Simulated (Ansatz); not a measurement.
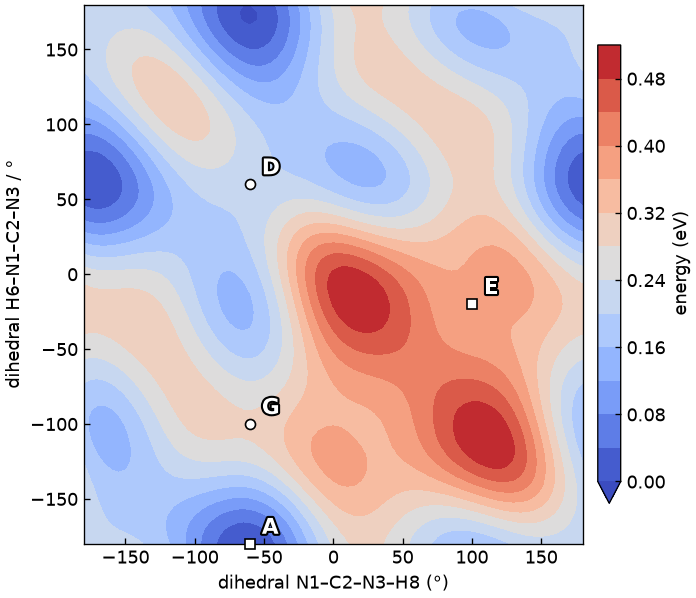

C2H4N2S, SMILES NC(N)=C=S. First axis: dihedral N1–C2–N3–H8. Second axis: dihedral H6–N1–C2–N3. Nothing is relaxed (all other coordinates rigid). The grid has 18 × 18 points. Energies are in eV, from the lowest grid point. All numbers below come from RKS B3LYP-D4/def2-SVP (Ansatz).

In the figure: filled contours, lettered points. Between grid points the surface is interpolated.

Rank the lettered points by energy, lowest first.

A (0.000 eV), D (0.214 eV), G (0.287 eV), E (0.363 eV).

What kind of point is each of A, D, E, G: minimum, saddle, maximum or slope?

A: minimum; D: saddle point; E: minimum; G: saddle point. (In these two coordinates alone; a stationary point may lie a little off the grid point.)
